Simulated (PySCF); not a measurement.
Sr(F)2, SMILES [F][Sr][F] (F2Sr) at its PBE0/def2-SVP optimised geometry (Å):

```
3

Sr    -0.3793    -0.8134     0.0000
F      1.7446    -0.8134     0.0000
F     -1.7446     0.8134     0.0000
```

Method: PBE0/def2-TZVP, def2 effective core potentials past Kr (PySCF 2.14.0). The core electrons that the potentials of Sr replace are not part of the density. Cells within 0.4 Å of a nucleus heavier than hydrogen are left out (blank, or x).

Map of the deformation density (molecule minus spherical neutral atoms) (e/bohr³) on the plane z = 0.0 Å:

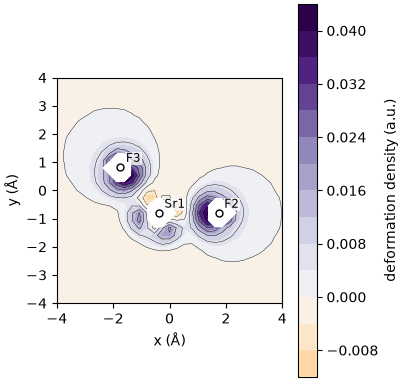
Figure. Deformation density (molecule minus spherical neutral atoms) (e/bohr³) on the plane z = 0.0 Å.
